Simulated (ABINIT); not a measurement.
# Y2CrH6 (Fm-3m): G0W0 with ABINIT, start to end, part 3 of 3

Aim: the G0W0 gap of Y2CrH6 (Fm-3m) on LDA, step by step.

ABINIT 10.8.3; LDA and many-body steps on it, plane waves. Known limits of the many-body steps: not at the basis limit; mesh may overstate the screening; no spin polarisation; d states lean on the start; no spin-orbit coupling; coarse k mesh.

So far. Step 4 (Empty states on the mesh, 2×2×2 mesh, 83 bands): On this mesh the gap is 0.246 eV. Step 5 (Screening, 2×2×2 mesh, 77 bands, screening to 106.1 eV): Local fields lower ε∞ by 17 %. On a Γ-centred mesh this coarse the value itself is usually too large, while a short band sum pulls it down.

## Step 6: Self-energy, 2×2×2 mesh, 77 bands, screening to 106.1 eV

The self-energy is evaluated for the states that the input lists, and the levels follow from it, in one-shot runs by the linearised quasiparticle equation.

This step: G0W0 on LDA, plane waves, norm-conserving pseudopotentials.

Contents of run.abi:

```
acell 3*1.0 Angstrom
rprim 
  0.000000000000 3.499313000000 3.499313000000
  3.499313000000 0.000000000000 3.499313000000
  3.499313000000 3.499313000000 -0.000000000000
ntypat 3
znucl 39 24 1
natom 9
typat 1 1 2 3 3 3 3 3 3
xred 
  0.750000000000 0.750000000000 0.750000000000
  0.250000000000 0.250000000000 0.250000000000
  0.000000000000 0.000000000000 0.000000000000
  0.754389000000 0.754389000000 0.245611000000
  0.245611000000 0.754389000000 0.245611000000
  0.754389000000 0.245611000000 0.245611000000
  0.245611000000 0.245611000000 0.754389000000
  0.754389000000 0.245611000000 0.754389000000
  0.245611000000 0.754389000000 0.754389000000
pp_dirpath "pseudos"
pseudos "Y.upf, Cr.upf, H.upf"
ecut 43
ngkpt 2 2 2
nshiftk 1
shiftk 0 0 0
kptopt 1
chksymbreak 0
istwfk *1
occopt 1
irdwfk 1
optdriver 4
nband 77
gwcalctyp 0
ecutsigx 43
symsigma 1
nkptgw 2
kptgw 
  0.0000000000 0.0000000000 0.0000000000
  0.5000000000 0.5000000000 0.0000000000
bdgw 
  19 23
  20 23
ecuteps 3.9
irdscr 1
ppmodel 1
indata_prefix "in"
outdata_prefix "out"
tmpdata_prefix "tmp"
```

On the command line:

```sh
$ OMP_NUM_THREADS=1 mpirun -n 4 abinit run.abi > log
```

Numbers of over 12 decimals in the logs are rounded to 6 here.

The log of the run:

```text
.Version 10.8.3 of ABINIT. v10.8.2 released Aug 2026.

 Symmetries : space group Fm -3 m (#225); Bravais cF (face-center cubic)
[... echo of the input left out ...]
== DATASET  1 ==================================================================
-   mpi_nproc: 4, omp_nthreads: 1 (-1 if OMP is not activated)

--- !DatasetInfo
iteration_state: {dtset: 1, }
dimensions: {natom: 9, nkpt: 3, mband: 77, nsppol: 1, nspinor: 1, nspden: 1, mpw: 7848, }
cutoff_energies: {ecut:  43.0, pawecutdg:  -1.0, }
electrons: {nelect:   4.20000000E+01, charge:   0.00000000E+00, occopt:   1.00000000E+00, tsmear:   1.00000000E-02, }

 SIGMA: Calculation of the GW corrections

 Based on a program developped by R.W. Godby, V. Olevano, G. Onida, and L. Reining.
 Incorporated in ABINIT by V. Olevano, G.-M. Rignanese, and M. Torrent.
.Using double precision arithmetic ; gwpc =  8

[... cell and pseudopotentials left out ...]
--------------------------------------------------------------------------------

 ==== K-mesh for the wavefunctions ====
 Number of points in the irreducible wedge :     3
[... list of points left out ...]
 Together with 48 symmetry operations and time-reversal symmetry
 yields     8 points in the full Brillouin Zone.

 ==== Q-mesh for screening function ====
 Number of points in the irreducible wedge :     3
[... list of points left out ...]
 Together with 48 symmetry operations and time-reversal symmetry
 yields     8 points in the full Brillouin Zone.

 vcoul_init : cutoff-mode = AUXILIARY_FUNCTION
 q-points for optical limit:   1
     1)      0.000010    0.000020    0.000030
 setmesh: FFT mesh size selected  =    60x   60x   60
          total number of points  =       216000

 Number of electrons calculated from density =   42.0000; Expected =   42.0000
 average of density, n =  0.072623
 r_s =    1.4869
 omega_plasma =   25.9952 [eV]

 === KS Band Gaps ===
  >>>> For spin  1
   Minimum direct gap =   0.4700 [eV], located at k-point      :   0.5000  0.5000  0.0000
   Fundamental gap    =   0.2463 [eV], Top of valence bands at :   0.0000  0.0000  0.0000
                                       Bottom of conduction at :   0.5000  0.5000  0.0000
 SIGMA fundamental parameters:
 PLASMON POLE MODEL  1
 number of plane-waves for SigmaX                 7799
 number of plane-waves for SigmaC and W            181
 number of plane-waves for wavefunctions          7799
 number of bands                                    77
 number of independent spin polarizations            1
 number of spinorial components                      1
 number of k-points in IBZ                           3
 number of q-points in IBZ                           3
 number of symmetry operations                      48
 number of k-points in BZ                            8
 number of q-points in BZ                            8
 number of frequencies for dSigma/dE                 9
 frequency step for dSigma/dE [eV]                0.25
 number of omega for Sigma on real axis              0
 max omega for Sigma on real axis  [eV]           0.00
 zcut for avoiding poles [eV]                     0.10

 EPSILON^-1 parameters (SCR file):
 dimension of the eps^-1 matrix on file            181
 dimension of the eps^-1 matrix used               181
 number of plane-waves for wavefunctions          7799
 number of bands                                    77
 number of q-points in IBZ                           3
 number of frequencies                               2
 number of real frequencies                          1
 number of imag frequencies                          1

 matrix elements of self-energy operator (all in [eV])

 Perturbative Calculation

--- !SelfEnergy_ee
iteration_state: {dtset: 1, }
kpoint     : [   0.000,    0.000,    0.000, ]
spin       : 1
KS_gap     :    1.912
QP_gap     :    2.348
Delta_QP_KS:    0.436
data: !SigmaeeData |
     Band     E0 <VxcDFT>   SigX SigC(E0)      Z dSigC/dE  Sig(E)    E-E0       E
       19   7.570 -20.024 -21.729   3.182   0.738  -0.355 -18.934   1.090   8.661
       20   7.570 -20.024 -21.729   3.182   0.738  -0.355 -18.934   1.090   8.661
       21   7.570 -20.024 -21.729   3.182   0.738  -0.355 -18.934   1.090   8.661
       22   9.482 -18.252 -10.839  -5.390   0.754  -0.326 -16.726   1.526  11.008
       23   9.482 -18.252 -10.839  -5.390   0.754  -0.326 -16.726   1.526  11.008

--- !SelfEnergy_ee
iteration_state: {dtset: 1, }
kpoint     : [   0.500,    0.500,    0.000, ]
spin       : 1
KS_gap     :    0.470
QP_gap     :    0.465
Delta_QP_KS:   -0.005
data: !SigmaeeData |
     Band     E0 <VxcDFT>   SigX SigC(E0)      Z dSigC/dE  Sig(E)    E-E0       E
       20   7.347 -19.145 -20.583   2.929   0.742  -0.347 -18.038   1.107   8.454
       21   7.347 -19.145 -20.583   2.929   0.742  -0.347 -18.038   1.107   8.454
       22   7.817 -11.929  -6.589  -3.961   0.799  -0.251 -10.827   1.103   8.919
       23   8.805 -19.762 -12.527  -5.199   0.748  -0.337 -18.238   1.524  10.329

== END DATASET(S) ==============================================================
================================================================================

 -outvars: echo values of variables after computation  --------
           etotal      0.0000000000E+00
            nband          77
             nkpt           3
          spgroup         225
 [... the other variables as echoed above ...]

 Calculation completed.
```

Wall time 5.7 s (4 MPI ranks of Arm Neoverse V1, shared host); peak memory 0.42 GiB.

Numbers from this step:

| Item | Value |
| --- | --- |
| G0W0 gap on the points computed | 0.2580 eV |
| starting gap on the mesh | 0.2463 eV |
| k of the valence top | 0, 0, 0 |
| k of the conduction bottom | 0.5, 0.5, 0 |
| Z at the valence top | 0.738 |
| Z at the conduction bottom | 0.799 |
| least direct G0W0 gap on the computed points | 0.4650 eV |

The gap on the mesh goes from 0.25 eV to 0.26 eV, a correction of +0.01 eV.

Limits: finite bands, cutoff and mesh; no spin polarisation; d states lean on the start; no spin-orbit coupling; coarse k mesh. v1 is the top filled band, c1 the lowest empty one. Levels before and after the correction, in eV, zero at the valence-band top of each column:

|  | conduction bottom | valence top |
| --- | --- | --- |
| Kohn-Sham | 0.25 | 0.00 |
| G0W0 | 0.26 | 0.00 |

```
                       level  energy (eV)
Kohn-Sham            Γ v3-v1        0.000
Kohn-Sham            Γ c1-c2        1.912
Kohn-Sham  (0.5 0.5 0) v2-v1       -0.224
Kohn-Sham     (0.5 0.5 0) c1        0.246
Kohn-Sham     (0.5 0.5 0) c2        1.235
     G0W0            Γ v3-v1        0.000
     G0W0            Γ c1-c2        2.347
     G0W0  (0.5 0.5 0) v2-v1       -0.207
     G0W0     (0.5 0.5 0) c1        0.258
     G0W0     (0.5 0.5 0) c2        1.668
```

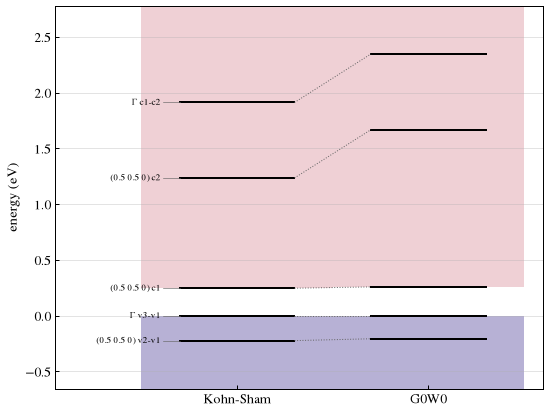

Levels before and after the correction. Shaded: valence and conduction bands.

## Step 7: Where the time went

Times are wall times on 4 MPI ranks of Arm Neoverse V1, shared host, good to a factor of about two.

| step | time | share | memory (GiB) |
| --- | --- | --- | --- |
| ground state | 77 s | 41 % | 0.49 |
| bands along the symmetry lines | 62 s | 33 % | 0.41 |
| empty states on the mesh | 32 s | 17 % | 0.36 |
| screening | 11 s | 6 % | 0.91 |
| self-energy | 5.7 s | 3 % | 0.42 |

## Step 8: Summary of results

```yaml
lda_gap: 0.25 eV, indirect
g0w0_gap_on_the_mesh: 0.26 eV
gw_settings: 2×2×2 mesh, 77 bands, screening to 106.1 eV, Godby-Needs plasmon pole
known_limits: not at the basis limit; mesh may overstate the screening; no spin polarisation; d states lean on the start; no spin-orbit coupling; coarse k mesh
```

**Reading.** G0W0 moves the gap on the mesh from 0.25 eV to 0.26 eV (+0.01 eV), with Z of 0.74 and 0.80 at the edges. Local fields lower the RPA ε∞ on this mesh from 67.81 to 56.34; a Γ-centred mesh this coarse tends to raise both, most where the direct gap is narrow, while a short band sum lowers them. Only 2 of the mesh's irreducible points were corrected, so a valley elsewhere could overtake. Bands and cutoff are finite, so the gap is not at the basis limit. The miss can reach some tenths of an eV and take either sign; the mesh is an error of its own. In the G0W0 run levels were corrected at 2 k points alone, so a gap called «on the mesh» is the least over those, and an edge elsewhere would be missed. The 2×2×2 mesh is coarse for this cell, which bears on the long-range parts of exchange and screening. The RPA ε∞ on this mesh reaches over 25; with a narrow direct gap a coarse mesh can overstate it, and the correction is then too small. The runs have no spin polarisation. For a closed low-spin shell that is the natural state; where a d or f shell is open it is a constraint, and the gap is then not the crystal's own. With d states at the gap, one-shot GW leans hard on its start. The many-body steps are scalar-relativistic: spin-orbit coupling is not in them.

[Paths, hosts, dates, memory and timing lines, banners, echoed tables and standing remarks are left out of the program output.]

[Logs are printed without paths, hosts, clocks, repeated set-up lines and the standing remarks that a program may print on its own settings, such as how far it seeks lower states.]

[Runs of the session that timed out or met a known fault of the program may be left out.]

[Hosts, paths, dates, database ids (printed as entryN), source tags and the programs' standing remarks are cut or masked in the printed files.]

[G0W0 gaps are taken among the corrected bands and points alone; a level outside them can change the order at an edge.]

[Where Ansatz stands beside ABINIT at settings called matched, ABINIT's density can come from a denser mesh and the files from another edition; pairs whose starting gaps differed by over 0.03 eV were left out, so agreement reads better than it is.]
